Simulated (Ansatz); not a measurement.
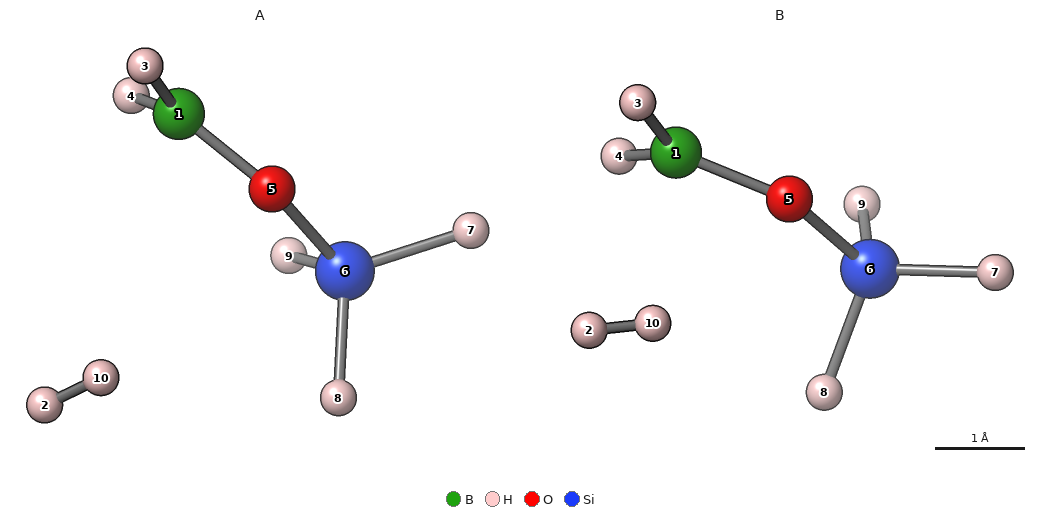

Two geometries of BSiH$_{7}$O, drawn at one scale. One is the start of a relaxation, the other its converged end. The picture is a ball-and-stick view, seen at a tilt.

These are results of Ansatz, RKS PBE0-D4/def2-SVP, not measurements. Settings: no spin polarisation; force threshold 0.03 eV/Å; at most 50 steps.

Which of the two is the end point?

Answer. Structure A is the relaxed one. The run prepares an end point of a later path (reaction) calculation, from a guessed geometry. After 21 accepted moves (24 points after the start) the energy has fallen by 18.9 kJ/mol. Largest force component: 1.5 eV/Å at the start, 0.02 eV/Å at the end. The line search rejected the trial steps at points 3, 11, 22 of the run. The forces were under the threshold at step 17, but the run went on from there. The largest move after the best rigid fit is that of H2, 0.98 Å. By element the largest moves are H 0.98 Å, B 0.51 Å, O 0.13 Å, Si 0.11 Å. Among the contacts that change: H2–H10 0.720 → 0.762 Å, B1–O5 1.380 → 1.347 Å. Among the angles between lasting bonds that change: B1–O5–Si6 130.2° → 132.7°. Groups turn about O5–Si6 by about 45°.
